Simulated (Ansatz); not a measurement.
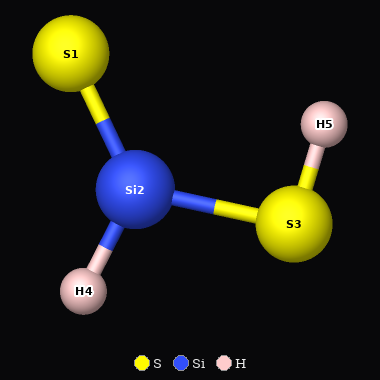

The system is H₂S₂Si, SMILES S=[SiH]S; the picture shows the reference structure. The first coordinate is: bond length S1–Si2; the second: angle S3–Si2–S1. Nothing is relaxed (all other coordinates rigid). Grid: 15 × 15 points. Points are written as (first, second). All energies are given in eV relative to the relaxed molecule at the same level. Computed with Ansatz 0.2.0, RKS BHLYP-D4/def2-TZVP.

Its coordinates:

```yaml
atoms:
  - { symbol: S, position_ang: [-1.8786, 0.6213, 0.7708] }
  - { symbol: Si, position_ang: [-0.4959, -0.3099, -0.1974] }
  - { symbol: S, position_ang: [1.5616, 0.0548, -0.1574] }
  - { symbol: H, position_ang: [-0.6623, -1.4322, -1.1252] }
  - { symbol: H, position_ang: [1.4751, 1.0660, 0.7093] }
```

Range: bond length S1–Si2 from 1.658 to 2.699 Å; angle S3–Si2–S1 from 82.8 to 172.8°.

Predict the map.

Answer. The lowest grid point is at (1.955 Å, 127.8°), 0.011 eV from the relaxed molecule at the same level. No other kind of well shows on this grid. The highest grid point, (1.658 Å, 82.8°), lies 5.56 eV above the lowest. Round the minimum the two coordinates are weakly coupled (coupling 0.07 in units of the two stiffnesses).

```tsv
angle S3–Si2–S1 ↓, bond length S1–Si2 →	1.658	1.732	1.807	1.881	1.955	2.030	2.104	2.178	2.253	2.327	2.402	2.476	2.550	2.625	2.699
172.8	4.21	3.27	2.73	2.49	2.46	2.59	2.80	3.08	3.40	3.73	4.07	4.38	4.68	4.96	5.20
166.3	3.46	2.52	1.98	1.75	1.73	1.86	2.09	2.38	2.71	3.05	3.40	3.73	4.05	4.34	4.60
159.9	2.88	1.94	1.40	1.17	1.16	1.29	1.53	1.83	2.17	2.53	2.89	3.23	3.56	3.87	4.14
153.5	2.44	1.50	0.97	0.74	0.72	0.86	1.10	1.41	1.76	2.13	2.50	2.85	3.19	3.51	3.80
147.0	2.12	1.18	0.64	0.41	0.40	0.54	0.79	1.10	1.45	1.83	2.20	2.57	2.92	3.25	3.55
140.6	1.92	0.97	0.43	0.20	0.18	0.32	0.57	0.88	1.24	1.62	2.00	2.38	2.73	3.07	3.38
134.2	1.82	0.86	0.31	0.08	0.06	0.19	0.44	0.75	1.11	1.49	1.88	2.26	2.62	2.97	3.28
127.8	1.81	0.84	0.28	0.04	0.01	0.14	0.38	0.69	1.05	1.43	1.83	2.21	2.58	2.93	3.25
121.3	1.89	0.91	0.34	0.09	0.05	0.17	0.41	0.71	1.07	1.44	1.84	2.22	2.59	2.95	3.28
114.9	2.08	1.08	0.50	0.22	0.17	0.28	0.50	0.80	1.15	1.52	1.91	2.29	2.66	3.02	3.35
108.5	2.38	1.36	0.75	0.46	0.39	0.48	0.69	0.97	1.30	1.67	2.05	2.42	2.79	3.15	3.48
102.0	2.84	1.78	1.14	0.82	0.72	0.79	0.97	1.23	1.55	1.89	2.26	2.62	2.98	3.33	3.66
95.6	3.46	2.37	1.69	1.33	1.20	1.23	1.37	1.60	1.89	2.21	2.55	2.90	3.24	3.58	3.90
89.2	4.34	3.21	2.48	2.06	1.88	1.86	1.96	2.14	2.38	2.66	2.97	3.28	3.59	3.91	4.21
82.8	5.57	4.38	3.60	3.12	2.87	2.78	2.81	2.92	3.10	3.31	3.56	3.81	4.08	4.36	4.62
```

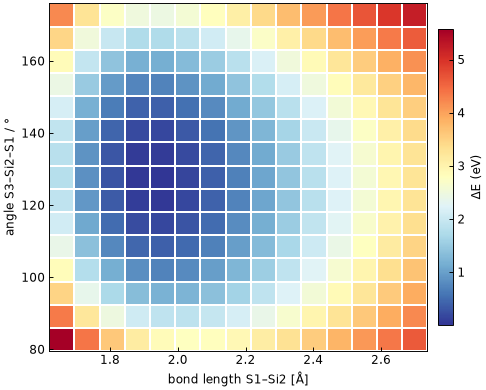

In the figure: one coloured cell a grid point.

Each point was launched as `ansatz run input.yaml --threads 1 --pin off --max-ram 2560MiB --backend cpu --events-out ev --progress --plain --runs-dir out`. The whole map (225 points run) took 15 min on 1 thread of Intel(R) Xeon(R) Platinum 8259CL CPU @ 2.50GHz (Skylake/Cascade Lake), with other jobs on the host.
